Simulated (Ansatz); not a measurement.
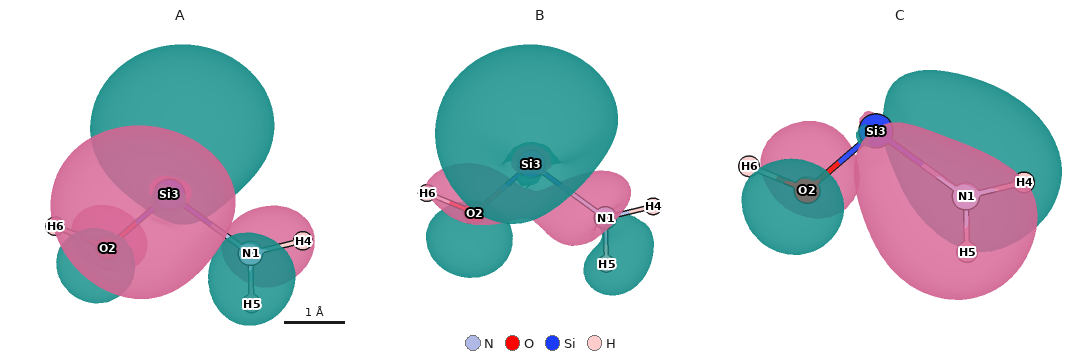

Figure. H$_{3}$NOSi. Three frontier orbitals at ±0.08 Å⁻³ᐟ² (teal and pink are the two phases), in no order.

Geometry: PBE0-D4/def2-TZVP.

Computed with Ansatz 0.2.0, isolated molecule in a Gaussian basis; Kohn-Sham density functional theory, functional PBE0.

```xyz
6

N    -1.9737    1.5141   -1.8013
O     0.1180    2.2883   -0.6105
Si   -0.7853    0.8942   -0.7507
H    -2.7386    0.9541   -2.1397
H    -1.9907    2.4626   -2.1479
H     0.8864    2.2041   -0.0433
```

Question: Which picture is the HOMO−1, the HOMO and the LUMO?

Answer: C is the HOMO−1 (−8.09 eV). By Hirshfeld shares it lies mainly on N1 (about 65 %) and O2 (about 10 %); it changes sign across the molecular plane (π type); π-antibonding (a node) across O2–Si3. B is the HOMO (−6.66 eV). It lies mainly on Si3 (about 75 %), O2 (about 15 %) and N1 (about 10 %); it is symmetric in the molecular plane (an in-plane orbital: σ, lone-pair or in-plane π type). A is the LUMO (−0.82 eV). Its weight (Hirshfeld) is mainly on Si3 (about 80 %), N1 (about 10 %) and O2 (about 5 %); it changes sign across the molecular plane (π type).

Question: What is the HOMO–LUMO gap?

Answer: 5.84 eV between the orbital energies.
